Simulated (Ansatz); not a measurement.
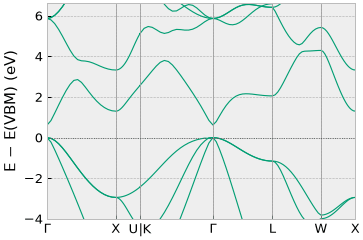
Figure. Band structure from the program Ansatz at the PBE level (PAW)

Q: Read off the gap and where the band edges lie.

A: About 0.6 eV (0.62 eV by a search for the band edges); maximum at Γ, minimum at Γ.

Q: Which compound is it?
A) SnC, zinc blende
B) C, Fd-3m (C on 32e)
C) ZnSe, zinc blende
D) BP, zinc blende

A: A, SnC, zinc blende

Space group F-43m (zinc blende). The start of the workflow was typed in or built on a structure type; neither database checked (COD, Materials Project) lists it. Whether it is the stable phase at ambient conditions was not checked. Symmetry was held in the PBE relaxation; its stability against distortions is not shown here. Its formation energy is positive at this level, so the cell may be metastable or incomplete. Scalar-relativistic: spin–orbit coupling is off unless named, which matters more the heavier the elements.

Potentials: the later of the program's two PAW sets.
